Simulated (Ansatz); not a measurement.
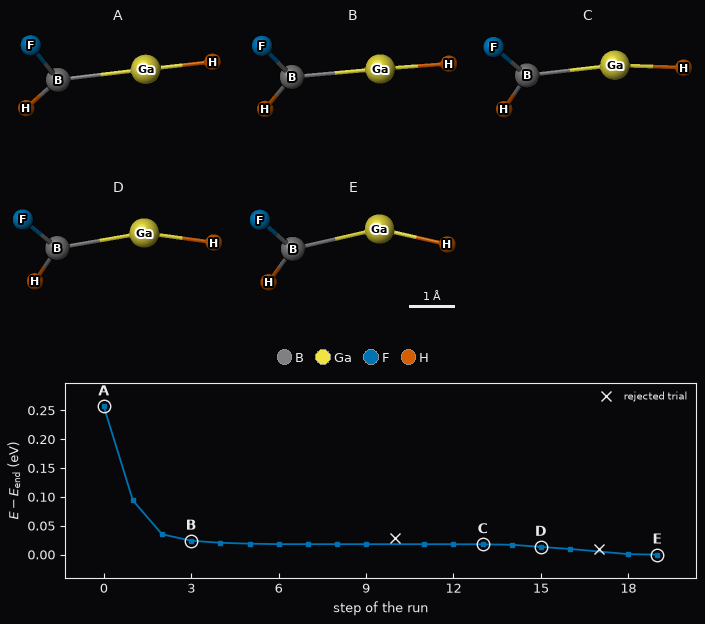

Frames of a relaxation of GaBH2F (multiplicity 2), marked on the history of the run. Style: ball-and-stick. Shown from a free direction.

It is one of the separated reactants of a reaction.

Method: Ansatz, UKS PBE-D4/def2-SVP. Settings: force threshold 0.03 eV/Å; at most 250 steps.

**Describe the path.**

The energy falls by 0.257 eV in 17 accepted moves (19 points after the start). The largest force component goes from 3.4 to 0.021 eV/Å. The line search rejected the trial steps at points 10, 17 of the run. The forces were under the threshold at step 6, but the run went on from there. The atom that moves furthest after the best rigid fit is the Ga atom (0.32 Å). Largest moves by element: Ga 0.32 Å, H 0.24 Å, B 0.16 Å, F 0.14 Å. Some distances before and after: B–F 1.440 → 1.340 Å, B–H 1.150 → 1.226 Å, Ga–H 1.530 → 1.585 Å, B–Ga 2.005 → 2.052 Å. Among the angles between lasting bonds that change: B–Ga–H 179.4° → 150.8°, Ga–B–H 131.6° → 116.4°, Ga–B–F 113.0° → 123.4°. The run took 14 s on 2 threads of Intel Xeon Platinum 8488C, on a shared host. From step 0 to 3: the B atom moves most (0.13 Å), energy −0.233 eV. From step 3 to 13: an H atom moves most (0.10 Å), energy −0.006 eV. From step 13 to 15: the Ga atom moves most (0.12 Å), energy −0.005 eV. From step 15 to 19: the Ga atom moves most (0.14 Å), energy −0.013 eV.

| step | E − E(0), eV | largest force component, eV/Å | note |
| --- | --- | --- | --- |
| 0 | 0.0000 | 3.4162 |  |
| 1 | -0.1630 | 1.5618 |  |
| 2 | -0.2216 | 0.5664 |  |
| 3 | -0.2328 | 0.0839 |  |
| 4 | -0.2363 | 0.1002 |  |
| 5 | -0.2378 | 0.0624 |  |
| 6 | -0.2387 | 0.0102 |  |
| 7 | -0.2387 | 0.0022 |  |
| 8 | -0.2387 | 0.0013 |  |
| 9 | -0.2387 | 0.0019 |  |
| 10 | -0.2276 | 0.5647 | rejected |
| 11 | -0.2388 | 0.0106 |  |
| 12 | -0.2388 | 0.0272 |  |
| 13 | -0.2390 | 0.0746 |  |
| 14 | -0.2397 | 0.2723 |  |
| 15 | -0.2435 | 0.3096 |  |
| 16 | -0.2470 | 0.3662 |  |
| 17 | -0.2468 | 0.2150 | rejected |
| 18 | -0.2560 | 0.0737 |  |
| 19 | -0.2568 | 0.0211 |  |
